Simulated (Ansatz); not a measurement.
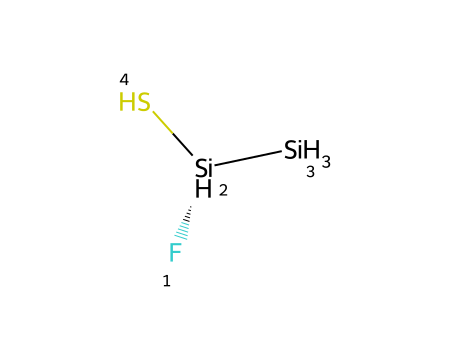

Skeletal drawing with numbered atoms; wedges and dashes mark any stereocentres. The configuration is that of a computed structure (PBE-D4/def2-SVP).

Assign CIP descriptors.

Answer. Si2: S.

Give a SMILES with the stereochemistry.

Answer. F[Si@@H]([SiH3])S
